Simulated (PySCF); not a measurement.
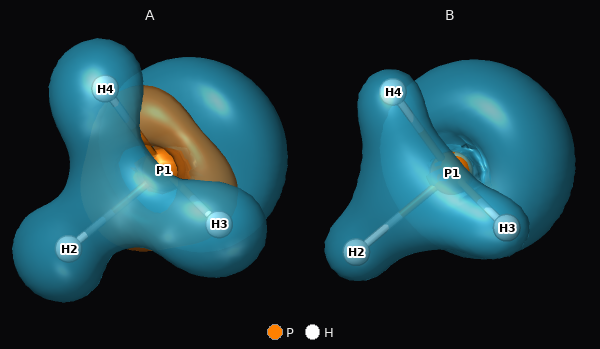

Figure. H3P, SMILES `P`. The Fukui function f⁻ from two separate SCF calculations and the density of the HOMO, at ±0.04 e/Å³ (light blue positive, orange negative).

Computed with PySCF, B3LYP/def2-SVPD, geometry: GFN2-xTB. No frequency check shows the geometry to be a minimum. GFN2-xTB bond lengths at metals and heavier atoms can be off by up to 0.1 Å and shapes distorted, which carries into these values.

**Which panel is which, and how good is the frozen-orbital picture?**

A is f⁻ (it has negative regions), B the HOMO density. The HOMO lies on P1 (80 %) and H2, H3 and H4 (7 % each); f⁻ (Hirshfeld-condensed) is largest on P1 (0.62); the vertical ionisation energy is 10.63 eV. Relaxation shifts 18 % of the electron between atoms. The orbital energy is −7.64 eV.
